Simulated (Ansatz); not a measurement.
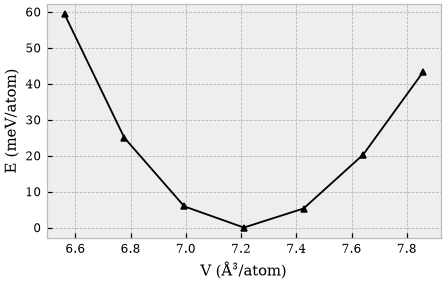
*CrB4 in space group Pnnm (No. 58; Cr on 2a, B on 4g, B on 4g) under volume change, the program Ansatz at the PBEsol level (PAW), shape and atoms relaxed at each volume.*

Question: What does a third-order Birch–Murnaghan fit give for V₀, B₀ and B′?

Answer: V₀ = 7.21 Å³/atom, B₀ = 275 GPa, B′ = 4.2.

The workflow started from a Materials Project entry (that database holds measured and hypothetical structures alike); the Crystallography Open Database copy checked does not list it. COD files the formula under space group No. 71. Whether it is the stable phase at ambient conditions was not checked. Symmetry was held in the PBEsol relaxation; whether a distortion lowers the energy is not shown. No spin polarisation was allowed.

Potentials: the later of the program's two PAW sets.
